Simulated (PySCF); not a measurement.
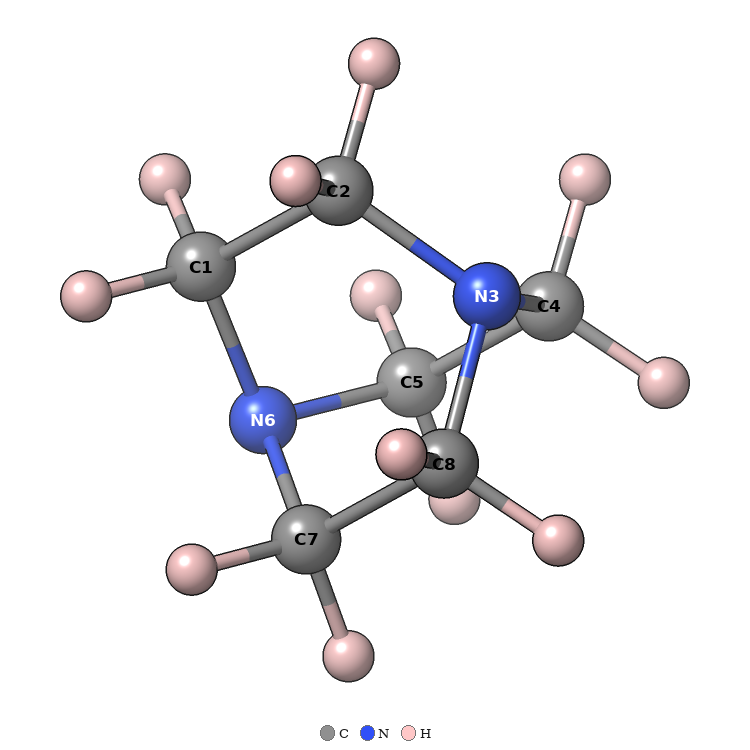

Distant atoms are faded towards the background colour. Computed geometry: PBE0-D3(BJ)/def2-SVP optimisation. No frequency run is at hand to confirm it as a minimum.

**What is the conformation of the ring C1–C2–N3–C4–C5–N6?**

It is a boat (Cremer–Pople θ = 90°, folded into 0 to 90°). The Cremer–Pople amplitude Q is 0.79 Å.

**Give the torsion angles round the ring, beginning with the bond from its second to its third atom.**

60°, −60°, 0°, 60°, −60°, 0°.
